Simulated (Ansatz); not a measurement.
# How methods differ on SiH4O (silanol)

The species is SiH4O (6 atoms), meant as a singlet with charge 0. As SMILES, `O[SiH3]`. The shape is that of a PBE0-D4/def2-TZVP optimisation.

```xyz
6

O     0.6367   -1.0303    0.4190
Si   -0.0357    0.3465   -0.1870
H     0.0691   -1.6292    0.9047
H    -1.1283    0.0457   -1.1528
H     1.0605    1.0649   -0.8756
H    -0.6023    1.2024    0.8917
```

Quantity: the energy change with the Si2–H5 bond stretched from 1.481 to 1.851 Å, in eV. The values are calculated.

| level | kind | program | value (eV) | less FCI/STO-3G |
| --- | --- | --- | --- | --- |
| revPBE/STO-3G (restricted) | GGA | Ansatz | 1.16 | -0.10 |
| r2SCAN/STO-3G (restricted) | meta-GGA | Ansatz | 1.29 | +0.03 |
| B3LYP/STO-3G (restricted) | global hybrid | Ansatz | 1.29 | +0.03 |
| HSE06/STO-3G (restricted) | range-separated hybrid | Ansatz | 1.33 | +0.07 |
| B2PLYP/STO-3G (restricted) | double hybrid | Ansatz | 1.38 | +0.12 |
| MP2/STO-3G (restricted) | perturbation theory | Ansatz | 1.45 | +0.19 |
| CCSDT(Q)/STO-3G (restricted) | coupled cluster or CI | Ansatz | 1.26 | 0.00 |
| FCI/STO-3G | exact in the basis | Ansatz | 1.26 | 0.00 |

FCI/STO-3G is exact within its basis and frozen core, so for wave-function methods in that basis the difference is their error; functionals converge differently with the basis, so for them it is only a difference. The first shape isn't each level's own minimum. The values span 1.16 to 1.45 eV. All rows use very small basis sets, so none should be taken for the real molecule's value.

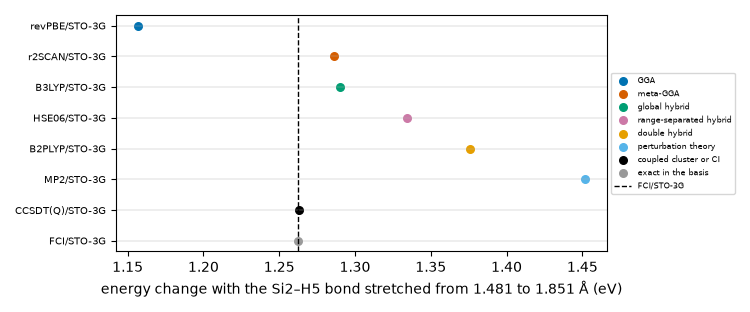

The values of the table, level by level.
